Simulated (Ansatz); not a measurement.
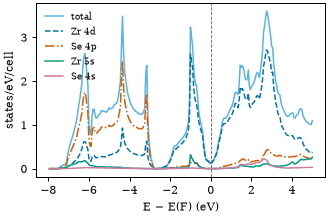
Total and projected density of states of ZrSe in space group P-6m2 (No. 187; Zr on 1a, Se on 1d), PBEsol in the plane-wave PAW code Ansatz

Problem. Which orbitals carry the states next to the Fermi level?

Solution. Within 0.5 eV of the Fermi level: Zr 4d 91 %. Projections are on Löwdin-orthogonalised atomic valence shells; empty p or d shells of many metals are not among them.

Problem. Where is the tallest occupied peak in this window, and what makes it?

Solution. Near -4.3 eV, about 3.5 states/eV per cell; the largest projected share is Se 4p.

The first step of the workflow began from a Materials Project structure, measured or hypothetical; the Crystallography Open Database copy checked does not list it. Whether it is the stable phase at ambient conditions was not checked. The PBEsol relaxation kept the symmetry of its start; its stability against distortions is not shown here. The run is not spin-polarised. Spin–orbit coupling is left out wherever it is not named.

Potentials: the later of the program's two PAW sets.
